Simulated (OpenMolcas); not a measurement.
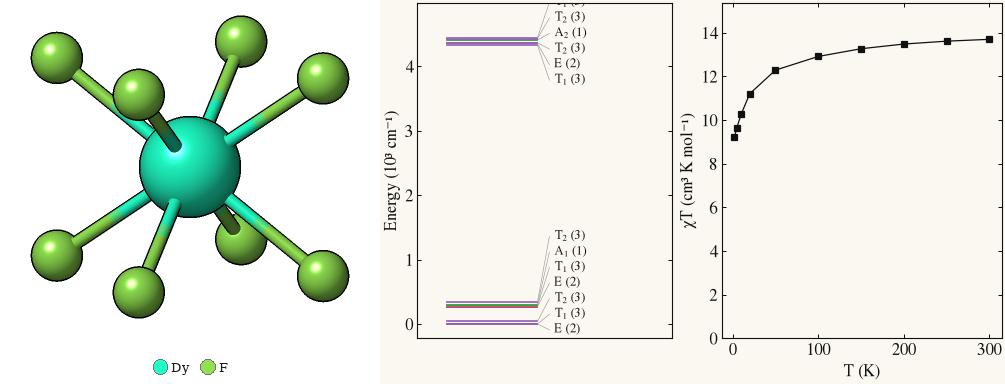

Dy²⁺ (4f¹⁰) as a dopant in CaF₂, a cluster with its 8 nearest F⁻ at 2.453 Å (cube) embedded in model potentials and point charges; the geometry was set, not optimised, and its levels and susceptibility. Labels give the representation in O, Td, D4 or D3 as the site allows (double group for half-integer spin) where it could be assigned and, in brackets, the degeneracy; spin-free states, where drawn, share the zero of the spin-orbit levels. Computed with OpenMolcas: state-averaged CASSCF, active space 10 electrons in the shell 4f, basis ANO-RCC-VDZP on all atoms, DKH2 scalar Hamiltonian, spin-orbit coupling by RASSI with atomic mean-field integrals. Powder susceptibility by Van Vleck's formula.

What does the figure show?

Answer. The ground level is E, doubly degenerate, 95 % from states of spin multiplicity 5. Its principal g values are all close to zero. The next level lies at 0.23 cm⁻¹ (T₁). The lowest J multiplet spreads over 335 cm⁻¹. χT is 9.20 cm³ K mol⁻¹ at 2 K and 13.7 at 300 K, an effective moment of 10.47 μB. The active orbitals hold 100 % metal character (Löwdin), and the Mulliken charge of the metal is +1.66.

Note: high states of lower spin left out of the spin-orbit mixing; the geometry is set by hand, with no relaxation and no charge compensation; spin-free states above about 43,000 cm⁻¹ are left out of the spin-orbit step.
